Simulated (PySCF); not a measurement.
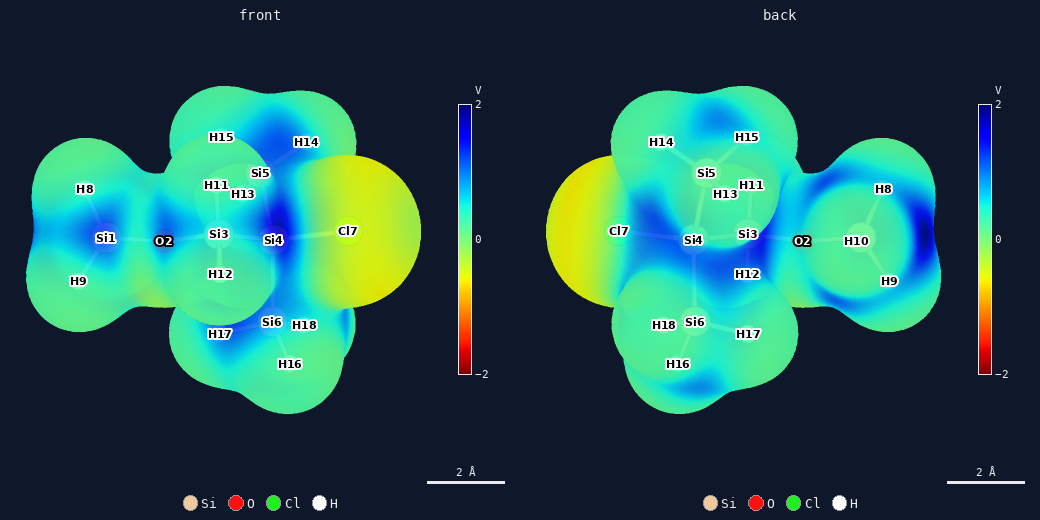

Figure. ClH11OSi5 (SMILES [SiH3]O[SiH2][Si]([SiH3])([SiH3])Cl). The molecular electrostatic potential painted on the density surface at 0.002 e/bohr³, seen from the front and from behind; the colour scale runs from red (negative) to blue (positive).

Geometry: GFN2-xTB.

Method: PBE0/pcSseg-1, SCF density, gas phase, non-relativistic (PySCF).

Input file:

```
{"job": {"kind": "nmr", "xc": "PBE0", "basis": "pcSseg-1"}, "charge": 0, "multiplicity": 1}
Si    -2.677811    -0.656315    -1.040094
O     -1.453384    -1.092271    -0.084242
Si    -0.474947    -1.573541     1.123066
Si     1.190272     0.035718     0.914570
Si     0.390923     2.216268     1.323288
Si     2.374798    -0.120351    -1.112907
Cl     2.598725    -0.380185     2.418746
H     -3.854712    -0.446286    -0.200393
H     -2.881035    -1.746576    -1.990149
H     -2.225881     0.577030    -1.683251
H     -1.288018    -1.582053     2.347465
H     -0.156640    -2.975503     0.821358
H      0.502737     3.047731     0.117583
H      1.082489     2.946490     2.389511
H     -1.033195     2.208698     1.680133
H      3.103088    -1.380853    -1.297137
H      1.428018    -0.016679    -2.228139
H      3.365815     0.944995    -1.305344
```

Launched as:

```sh
OMP_NUM_THREADS=1 python probes_run.py task.json out
```

**Where is the surface potential most negative and most positive?**

The most negative region (about −0.6 V, or −14 kcal/mol for a unit charge) lies over Cl7, the most positive (about +1.7 V, or +39 kcal/mol for a unit charge) over Si1 and Si3.

**How polar is the molecule by this calculation?**

Its dipole moment is 1.83 D.
